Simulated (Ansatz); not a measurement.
# AlSiH4Cl (SMILES [SiH3][AlH][Cl]) at HF/STO-3G

What is the electronic atomisation energy of AlSiH4Cl at HF/STO-3G? 

The results are computed with Ansatz 0.2.0.

67 further runs of the same task are left out: 67 set aside as unsound or not needed.

## Step 1: The system as given

The species is AlSiH4Cl (7 atoms), meant as a singlet with charge 0. As SMILES, `[SiH3][AlH][Cl]`. The shape is that of a PBE0-D4/def2-TZVP optimisation.

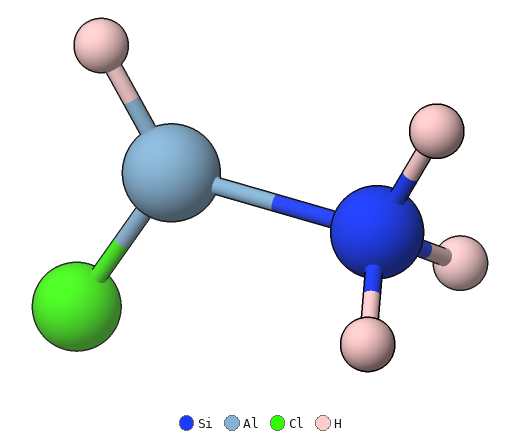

The structure, seen from a chosen angle (silicon blue, aluminium light blue, chlorine green, hydrogen pink).

## Step 2: The energy at HF/STO-3G

File in.yaml:

```yaml
crystal:
  periodic: [false, false, false]
  atoms:
    - symbol: Si
      position_ang: [-0.861200, 0.582500, -0.311200]
    - symbol: Al
      position_ang: [1.094800, -0.612400, 0.543100]
    - symbol: Cl
      position_ang: [1.783400, -2.223100, -0.622900]
    - symbol: H
      position_ang: [-2.012700, -0.351800, -0.455300]
    - symbol: H
      position_ang: [-0.567600, 1.154700, -1.655100]
    - symbol: H
      position_ang: [-1.276600, 1.696100, 0.586300]
    - symbol: H
      position_ang: [1.901100, -0.314000, 1.869500]
basis:
  gaussian:
    orbitals: STO-3G
hamiltonian:
  xc: hf
accuracy: high
output: {orbitals: {seedname: orbitals}}
```

Launch:

```sh
$ ansatz run in.yaml --threads 1 --pin off --max-ram 3480MiB --events-out events.jsonl --progress --plain --runs-dir runs
```

Output:

```text
Warning: RAYON_NUM_THREADS=1 ignored (pool sized by the plan → 1); use --threads N
Functional definition: HF
  name "HF"
  exchange = exact_x
  correlation = 0
575 factors; integrals over basis functions are off by at most 7.8e-9 eV
mean field evaluation 1: about -26709.5149 eV, gradient 1.7e1 eV
mean field evaluation 2: about -26709.5197 eV, gradient 1.7e1 eV
mean field evaluation 4: about -26711.0235 eV, gradient 8.2e-1 eV
mean field evaluation 8: about -26711.0266 eV, gradient 5.2e-6 eV
mean field -26711.02660602 eV, -981.6121223870 hartree, gradient 1.7e-8 eV, S^2 0.000000; 0 other end points of the search recorded, 0 dependent functions left out
reference -26711.02660602 eV, -981.6121223870 hartree; 24, 24 occupied and 7, 7 virtual orbitals, 575 factors
Total energy: -26711.02660602 eV, -981.6121223870 hartree
```

Run time: 0.22 s. Hardware: 1 thread of Intel Xeon 6975P-C (Granite Rapids), shared host.

## Step 3: The Al atom

File input.yaml:

```yaml
crystal:
  periodic: [false, false, false]
  atoms:
    - symbol: Al
      position_ang: [0.000000, 0.000000, 0.000000]
basis:
  gaussian:
    orbitals: STO-3G
accuracy: high
hamiltonian:
  xc: hf
magnetization:
  spin_polarized: true
  initial_magnetization: 1
```

Run the same way, it converges to -238.85836 Eh (log not shown).

## Step 4: The Cl atom, same level

File run.yaml:

```yaml
crystal:
  periodic: [false, false, false]
  atoms:
    - symbol: Cl
      position_ang: [0.000000, 0.000000, 0.000000]
basis:
  gaussian:
    orbitals: STO-3G
magnetization:
  spin_polarized: true
  initial_magnetization: 1
hamiltonian:
  xc: hf
accuracy: high
```

Run the same way, it converges to -454.54219 Eh (log not shown).

## Step 5: The H atom at the same level

File input.yaml:

```yaml
crystal:
  periodic: [false, false, false]
  atoms:
    - {symbol: H, position_ang: [0.000000, 0.000000, 0.000000]}
basis:
  gaussian:
    orbitals: STO-3G
magnetization:
  spin_polarized: true
  initial_magnetization: 1
hamiltonian:
  xc: hf
accuracy: high
```

Run the same way, it converges to -0.46658 Eh (log not shown).

## Step 6: The Si atom at the same level

File input.yaml:

```yaml
crystal:
  periodic: [false, false, false]
  atoms:
    - {symbol: Si, position_ang: [0.000000, 0.000000, 0.000000]}
basis:
  gaussian: {orbitals: STO-3G}
hamiltonian: {xc: hf}
accuracy: high
magnetization: {spin_polarized: true, initial_magnetization: 2}
```

Run the same way, it converges to -285.46622 Eh (log not shown).

## Step 7: What came out

Level: HF/STO-3G.

| quantity | value |
| --- | --- |
| molecule: total energy | -981.61212 Eh |
| molecule: HOMO energy | -7.96 eV |
| molecule: LUMO energy | 7.36 eV |
| molecule: HOMO–LUMO gap | 15.33 eV |
| Al atom: total energy | -238.85836 Eh |
| Al atom: ⟨S²⟩ | 0.750 |
| Cl atom: total energy | -454.54219 Eh |
| Cl atom: ⟨S²⟩ | 0.750 |
| H atom: total energy | -0.46658 Eh |
| H atom: ⟨S²⟩ | 0.750 |
| Si atom: total energy | -285.46622 Eh |
| Si atom: ⟨S²⟩ | 2.000 |
| electronic atomisation energy | 23.919 eV |

Taking the molecule apart into free atoms costs 23.92 eV (552 kcal/mol), before zero-point energy and without spin-orbit coupling. Hartree–Fock lacks the correlation of the bonding pairs, which as a rule makes this value much too low; in minimal bases other errors can mask that. In a minimal basis such a difference can be off by several eV, whatever the method.
